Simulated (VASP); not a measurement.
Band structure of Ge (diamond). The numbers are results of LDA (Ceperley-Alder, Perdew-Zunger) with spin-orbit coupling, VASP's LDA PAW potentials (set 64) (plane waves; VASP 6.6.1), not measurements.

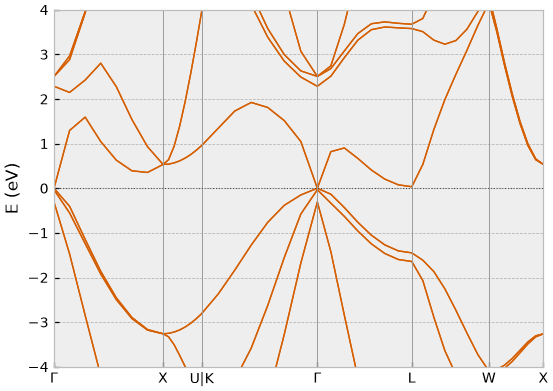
Figure. Bands along high-symmetry lines, zero at the valence-band maximum or, without a gap, the Fermi level

Problem. Read the plot: is there a gap, and where are the band edges?

Solution. It has no gap at this level: it comes out as a metal or semimetal.

Measured: gap 0.79 eV (computed value off by -0.79 eV), as given by Anna Miglio et al., npj Computational Materials (2020), arXiv:2011.12765 [measured zero-point renormalisation of 52 meV added back].

The compound is Ge in the diamond structure. It was relaxed first.
